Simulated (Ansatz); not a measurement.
# BSiCl (triplet): the correlation ladder at a displaced geometry (v2), cc-pVDZ

Aim: climb from Hartree-Fock through coupled cluster for BSiCl (triplet) at one geometry and basis, and see what each rung misses.

Computed with Ansatz 0.2.0, Gaussian basis. Level: cc-pVDZ, core rule «outside noble gas», up to 11 orbitals frozen.

The runs, in order: UHF; CCSD(T) on ROHF; CCSD(T) on UHF; BCCD(T) on ROHF; CISD as a restricted active space (open shells left free, so some higher excitations enter); CCSDT(Q) on ROHF; CCSDT(Q) on UHF.

25 further runs of the same task are left out: 10 that didn't finish, 15 set aside as unsound or not needed. Runs told in other sessions of the task aren't counted.

## (1) The system

The geometry is a PBE0/def2-TZVP stationary point (not a proven minimum) with its atoms shifted at random (size 0.100 Å).

3 atoms, charge 0, spin multiplicity 3.

Atoms are counted from 1 here; the program's logs count them from 0.

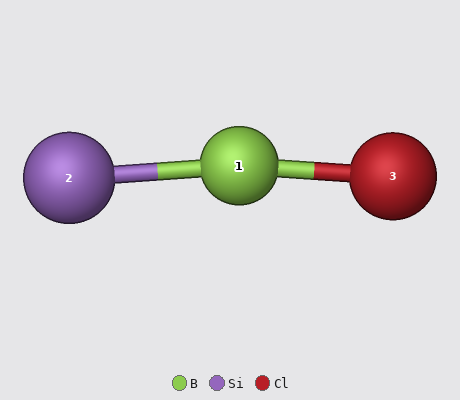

The geometry (boron green, silicon purple, chlorine red); atoms are numbered from 1 in the order of the file.

Geometry (Å):

```xyz
3
BClSi
B     0.0844    0.0052    0.0587
Si   -0.0805    0.0136   -1.8107
Cl   -0.0039   -0.0188    1.7520
```

In the tables R marks a restricted open-shell determinant and U an unrestricted one; energies count from the table's Hartree-Fock row.

## (2) UHF

Contents of in.yaml:

```yaml
crystal:
  periodic: [false, false, false]
  atoms:
    - {symbol: B, position_ang: [0.084376, 0.005225, 0.058694]}
    - {symbol: Si, position_ang: [-0.080498, 0.013599, -1.810651]}
    - {symbol: Cl, position_ang: [-0.003878, -0.018825, 1.751957]}
basis:
  gaussian: {orbitals: cc-pVDZ}
magnetization: {spin_polarized: true, initial_magnetization: 2}
hamiltonian: {xc: hf}
output: {orbitals: {seedname: orbitals}}
```

Launch:

```bash
ansatz run in.yaml --threads 1 --pin off --events-out ev --progress --plain --max-ram 2393MiB
```

The program printed:

```text
Functional definition: HF
  name "HF"
  cite "Fock, Z. Phys. 61, 126 (1930) doi:10.1007/BF01340294"
  parent pbe
  exchange = exact_x
  correlation = 0
512 factors; integrals over basis functions are off by at most 1.1e-3 eV
mean field evaluation 1: about -21035.3296 eV, gradient 7.8e0 eV
mean field evaluation 2: about -21035.3820 eV, gradient 7.9e0 eV
mean field evaluation 4: about -21036.2157 eV, gradient 1.6e0 eV
mean field evaluation 8: about -21036.2586 eV, gradient 2.3e-1 eV
mean field evaluation 16: about -21028.5633 eV, gradient 1.5e1 eV
mean field evaluation 32: about -21035.1169 eV, gradient 4.5e0 eV
mean field -21036.26111790 eV, -773.0683371929 hartree, gradient 5.4e-5 eV, S^2 2.026464; 0 other end points of the search recorded, 0 dependent functions left out
reference -21036.26111790 eV, -773.0683371929 hartree; 19, 17 occupied and 31, 33 virtual orbitals, 512 factors
Total energy: -21036.26111790 eV, -773.0683371929 hartree
```

Wall time 0.75 s (1 thread of Arm Neoverse V1, shared host).

From the report: ⟨S²⟩ of the determinant 2.026 (pure triplet: 2.00).

## (3) CCSD(T) on ROHF

Changes to in.yaml since step 2:

```diff
@@ -8,4 +8,3 @@
   gaussian: {orbitals: cc-pVDZ}
-magnetization: {spin_polarized: true, initial_magnetization: 2}
-hamiltonian: {xc: hf}
-output: {orbitals: {seedname: orbitals}}
+magnetization: {spin_polarized: false, initial_magnetization: 2}
+correlation: {method: ccsd_t, electrons: outside_noble_gas}
```

The command is unchanged.

The program printed, shortened:

```text
Functional definition: HF
  name "HF"
  cite "Fock, Z. Phys. 61, 126 (1930) doi:10.1007/BF01340294"
  parent pbe
[...]
512 factors; integrals over basis functions are off by at most 1.1e-3 eV
[...]
mean field -21036.14507016 eV, -773.0640725172 hartree, gradient 2.4e-6 eV, S^2 2.000000; 2 other end points of the search recorded, 0 dependent functions left out
[...]
determinant -21036.14507016 eV, -773.0640725172 hartree, with singles and doubles -21044.30627930 eV, -773.3639914212 hartree
determinant -21033.89536843 eV, -772.9813975036 hartree, with singles and doubles -21042.30328008 eV, -773.2903825574 hartree
determinant -21033.04281672 eV, -772.9500668058 hartree, with singles and doubles -21041.03259630 eV, -773.2436857900 hartree
11 core orbitals not correlated: weight in the atoms' cores, before any rotation towards them, 1.000 or more for the frozen orbitals, at most 0.000 for the correlated occupied ones
reference -21036.14507016 eV, -773.0640725172 hartree; 8, 6 occupied and 31, 33 virtual orbitals, 512 factors
second order -7.19128163 eV of doubles, -0.05481055 eV of singles
cycle   1  -8.16113585 eV  change    7.3e-5 eV  update   1.1e-3
[...]
cycle   8  -8.16136596 eV  change    5.6e-6 eV  update   2.6e-6
perturbative correction -0.29793182 eV, -0.0109487925 hartree
Total energy: -21044.60436794 eV, -773.3749459766 hartree
```

Wall time 3.4 s (1 thread of Arm Neoverse V1, shared host).

From the report: correlation -8.4593 eV; T1 0.020; largest double amplitude 0.08.

## (4) CCSD(T) on UHF

Changes to in.yaml since step 3:

```diff
@@ -8,3 +8,3 @@
   gaussian: {orbitals: cc-pVDZ}
-magnetization: {spin_polarized: false, initial_magnetization: 2}
+magnetization: {spin_polarized: true, initial_magnetization: 2}
 correlation: {method: ccsd_t, electrons: outside_noble_gas}
```

The command is unchanged.

The program printed, shortened:

```text
Functional definition: HF
  name "HF"
  cite "Fock, Z. Phys. 61, 126 (1930) doi:10.1007/BF01340294"
  parent pbe
[...]
512 factors; integrals over basis functions are off by at most 1.1e-3 eV
[...]
mean field -21036.26111790 eV, -773.0683371929 hartree, gradient 3.1e-6 eV, S^2 2.026464; 2 other end points of the search recorded, 0 dependent functions left out
11 core orbitals not correlated: weight in the atoms' cores, before any rotation towards them, 1.000 or more for the frozen orbitals, at most 0.000 for the correlated occupied ones
reference -21036.26111790 eV, -773.0683371929 hartree; 8, 6 occupied and 31, 33 virtual orbitals, 512 factors
second order -7.10610681 eV of doubles, -0.00000000 eV of singles
cycle   1  -7.73051113 eV  change   -6.2e-1 eV  update   8.4e-2
[...]
cycle  13  -8.04932465 eV  change    9.4e-7 eV  update   1.1e-5
perturbative correction -0.29321124 eV, -0.0107753145 hartree
Total energy: -21044.60365380 eV, -773.3749197324 hartree
```

Run time: 3.2 s. Hardware: 1 thread of Arm Neoverse V1, shared host.

From the report: ⟨S²⟩ of the determinant 2.026 (pure triplet: 2.00); correlation -8.3425 eV; T1 0.019; largest double amplitude 0.08.

## (5) BCCD(T) on ROHF

Changes to in.yaml since step 4:

```diff
@@ -8,3 +8,3 @@
   gaussian: {orbitals: cc-pVDZ}
-magnetization: {spin_polarized: true, initial_magnetization: 2}
-correlation: {method: ccsd_t, electrons: outside_noble_gas}
+magnetization: {spin_polarized: false, initial_magnetization: 2}
+correlation: {method: bccd_t, electrons: outside_noble_gas}
```

Launched as before.

The program printed, shortened:

```text
Functional definition: HF
  name "HF"
  cite "Fock, Z. Phys. 61, 126 (1930) doi:10.1007/BF01340294"
  parent pbe
[...]
512 factors; integrals over basis functions are off by at most 1.1e-3 eV
[...]
mean field -21036.14507016 eV, -773.0640725172 hartree, gradient 2.4e-6 eV, S^2 2.000000; 2 other end points of the search recorded, 0 dependent functions left out
[...]
determinant -21036.14507016 eV, -773.0640725172 hartree, with singles and doubles -21044.30627930 eV, -773.3639914212 hartree
determinant -21033.89536843 eV, -772.9813975036 hartree, with singles and doubles -21042.30328008 eV, -773.2903825574 hartree
determinant -21033.04281672 eV, -772.9500668058 hartree, with singles and doubles -21041.03259630 eV, -773.2436857900 hartree
11 core orbitals not correlated: weight in the atoms' cores, before any rotation towards them, 1.000 or more for the frozen orbitals, at most 0.000 for the correlated occupied ones
reference -21036.14507016 eV, -773.0640725172 hartree; 8, 6 occupied and 31, 33 virtual orbitals, 512 factors
second order -7.19128163 eV of doubles, -0.05481055 eV of singles
cycle   1  -8.15002182 eV  change    1.1e-2 eV  update   9.9e-3
[...]
cycle  10  -8.14748317 eV  change   -2.2e-6 eV  update   1.3e-5
perturbative correction -0.31391802 eV, -0.0115362744 hartree
Total energy: -21044.60647135 eV, -773.3750232755 hartree
```

It took 4 s on 1 thread of Arm Neoverse V1, shared host.

From the report: correlation -8.4614 eV; largest double amplitude 0.08.

## (6) CISD as a restricted active space (open shells left free, so some higher excitations enter)

Changes to in.yaml since step 5:

```diff
@@ -9,2 +9,2 @@
 magnetization: {spin_polarized: false, initial_magnetization: 2}
-correlation: {method: bccd_t, electrons: outside_noble_gas}
+correlation: {active_space: {ras: {orbitals: [6, 2, 31], electrons: 14, max_holes: 2, max_particles: 2}, fixed_orbitals: true}}
```

Launched as before.

The program printed:

```text
Functional definition: HF
  name "HF"
  cite "Fock, Z. Phys. 61, 126 (1930) doi:10.1007/BF01340294"
  parent pbe
  exchange = exact_x
  correlation = 0
512 factors; integrals over basis functions are off by at most 1.1e-3 eV
mean field evaluation 1: about -21035.3594 eV, gradient 1.0e1 eV
mean field evaluation 2: about -21035.4074 eV, gradient 1.1e1 eV
mean field evaluation 4: about -21036.1087 eV, gradient 2.1e0 eV
mean field evaluation 8: about -21036.1439 eV, gradient 2.5e-1 eV
mean field evaluation 16: about -21036.1451 eV, gradient 2.4e-6 eV
mean field -21036.14507016 eV, -773.0640725172 hartree, gradient 2.4e-6 eV, S^2 2.000000; 0 other end points of the search recorded, 0 dependent functions left out
reference -21036.14507016 eV, -773.0640725172 hartree; 19, 17 occupied and 31, 33 virtual orbitals, 512 factors
state -21043.46488691 eV, -773.3330708212 hartree
Total energy: -21043.46488691 eV, -773.3330708212 hartree
```

Run time: 5.5 s. Hardware: 1 thread of Arm Neoverse V1, shared host.

From the report: 151,326 determinants.

## (7) CCSDT(Q) on ROHF

Changes to in.yaml since step 6:

```diff
@@ -9,2 +9,2 @@
 magnetization: {spin_polarized: false, initial_magnetization: 2}
-correlation: {active_space: {ras: {orbitals: [6, 2, 31], electrons: 14, max_holes: 2, max_particles: 2}, fixed_orbitals: true}}
+correlation: {method: ccsdt_q, electrons: outside_noble_gas}
```

The command is unchanged.

The program printed, shortened:

```text
Functional definition: HF
  name "HF"
  cite "Fock, Z. Phys. 61, 126 (1930) doi:10.1007/BF01340294"
  parent pbe
[...]
927 factors; integrals over basis functions are off by at most 2.0e-7 eV
[...]
mean field -21036.14510289 eV, -773.0640737198 hartree, gradient 2.1e-6 eV, S^2 2.000000; 3 other end points of the search recorded, 0 dependent functions left out
[...]
determinant -21036.14510289 eV, -773.0640737198 hartree, with singles and doubles -21044.30632612 eV, -773.3639931417 hartree
determinant -21033.89540023 eV, -772.9813986720 hartree, with singles and doubles -21042.30331967 eV, -773.2903840125 hartree
determinant -21033.04285118 eV, -772.9500680722 hartree, with singles and doubles -21041.03264971 eV, -773.2436877526 hartree
determinant -21032.96186382 eV, -772.9470918417 hartree, with singles and doubles -21040.96987832 eV, -773.2413809465 hartree
11 core orbitals not correlated: weight in the atoms' cores, before any rotation towards them, 1.000 or more for the frozen orbitals, at most 0.000 for the correlated occupied ones
reference -21036.14510289 eV, -773.0640737198 hartree; 8, 6 occupied and 31, 33 virtual orbitals, 927 factors
second order -7.19129846 eV of doubles, -0.05481042 eV of singles
cycle   1  -7.86515477 eV  change   -6.2e-1 eV  update   9.7e-2
[...]
cycle  18  -8.50048741 eV  change   -6.6e-7 eV  update   1.7e-6
perturbative correction -0.02076185 eV, -0.0007629838 hartree
Total energy: -21044.66635215 eV, -773.3772238542 hartree
```

It took 52 s on 1 thread of Arm Neoverse V1, shared host; peak memory 0.72 GiB.

From the report: correlation -8.5212 eV; T1 0.021; largest double amplitude 0.10.

## (8) CCSDT(Q) on UHF

Changes to in.yaml since step 7:

```diff
@@ -8,3 +8,3 @@
   gaussian: {orbitals: cc-pVDZ}
-magnetization: {spin_polarized: false, initial_magnetization: 2}
+magnetization: {spin_polarized: true, initial_magnetization: 2}
 correlation: {method: ccsdt_q, electrons: outside_noble_gas}
```

Same command.

The program printed, shortened:

```text
Functional definition: HF
  name "HF"
  cite "Fock, Z. Phys. 61, 126 (1930) doi:10.1007/BF01340294"
  parent pbe
[...]
927 factors; integrals over basis functions are off by at most 2.0e-7 eV
[...]
mean field -21036.26115052 eV, -773.0683383917 hartree, gradient 2.5e-6 eV, S^2 2.026464; 4 other end points of the search recorded, 0 dependent functions left out
11 core orbitals not correlated: weight in the atoms' cores, before any rotation towards them, 1.000 or more for the frozen orbitals, at most 0.000 for the correlated occupied ones
reference -21036.26115052 eV, -773.0683383917 hartree; 8, 6 occupied and 31, 33 virtual orbitals, 927 factors
second order -7.10612323 eV of doubles, -0.00000000 eV of singles
cycle   1  -7.73052603 eV  change   -6.2e-1 eV  update   9.8e-2
[...]
cycle  20  -8.38490575 eV  change   -1.5e-7 eV  update   1.5e-6
perturbative correction -0.02272933 eV, -0.0008352874 hartree
Total energy: -21044.66878560 eV, -773.3773132818 hartree
```

Wall time 46 s (1 thread of Arm Neoverse V1, shared host); peak memory 0.52 GiB.

From the report: ⟨S²⟩ of the determinant 2.026 (pure triplet: 2.00); correlation -8.4076 eV; T1 0.020; largest double amplitude 0.10.

## (9) The ladder

The yardstick is UCCSDT(Q), where the cluster series has nearly closed. Rows without a time are mean-field rows or come out of runs for another level: lower rungs of the coupled-cluster runs, or the Hartree-Fock search.

Differences are taken before rounding.

| method | energy from the lowest ROHF (meV) | from UCCSDT(Q) (meV) | time |
| --- | --- | --- | --- |
| ROHF | 0.0 | +8523.7 |  |
| UHF | -116.0 | +8407.7 |  |
| RMP2 | -7246.1 | +1277.6 |  |
| UMP2 | -7222.2 | +1301.6 |  |
| CISD | -7319.8 | +1203.9 | 5.5 s |
| RCCSD | -8161.4 | +362.3 |  |
| UCCSD | -8165.4 | +358.3 |  |
| RCCSD(T) | -8459.3 | +64.4 | 3.4 s |
| UCCSD(T) | -8458.6 | +65.1 | 3.2 s |
| BCCD(T) | -8461.4 | +62.3 | 4 s |
| RCCSDT | -8500.5 | +23.2 |  |
| UCCSDT | -8501.0 | +22.7 |  |
| RCCSDT(Q) | -8521.3 | +2.4 | 52 s |
| UCCSDT(Q) | -8523.7 | 0 | 46 s |

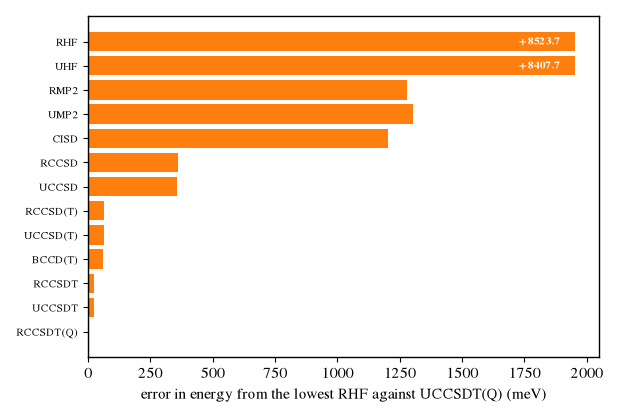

How far each level lands from UCCSDT(Q). Bars with a number in them are cut short.

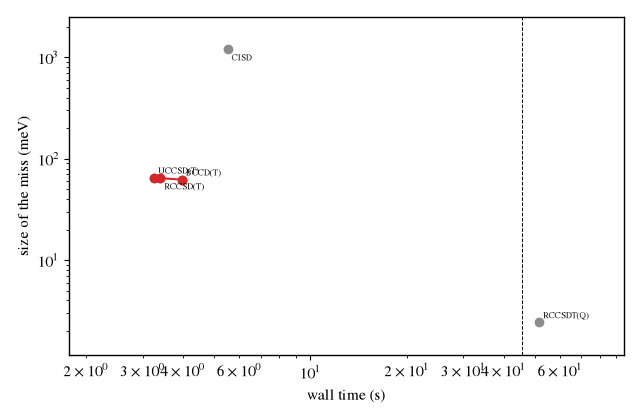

Miss against cost. Red marks the levels that no quicker level drawn beats (of those quicker than the yardstick), and the dashed line is the time of UCCSDT(Q). Times are from a shared host.

## (10) Results

| quantity | value |
| --- | --- |
| UCCSDT(Q) from the ROHF energy | -8.5237 eV |
| RMP2 from UCCSDT(Q) | +1277.6 meV |
| UMP2 from UCCSDT(Q) | +1301.6 meV |
| RCCSD from UCCSDT(Q) | +362.3 meV |
| RCCSD(T) from UCCSDT(Q) | +64.4 meV |
| UCCSD(T) from UCCSDT(Q) | +65.1 meV |
| RCCSDT(Q) from UCCSDT(Q) | +2.4 meV |
| levels within 1 kcal/mol (43 meV) | RCCSDT, UCCSDT, RCCSDT(Q) |
| T1 diagnostic | 0.020 |

In words: RCCSD(T) misses by +64.4 meV, 0.8 % of the correlation energy. These misses are within one basis, not against nature; the frozen cores of restricted and unrestricted runs differ, which can shift their rows.

With open shells the CI space here admits some higher excitations, so it is larger than plain CISD.

BCCD(T) reaches 62.3 meV from the reference in 4 s, where UCCSDT(Q) took 46 s; the quickest level in the cost chart, UCCSD(T), takes 3.2 s and misses by 65.1 meV.
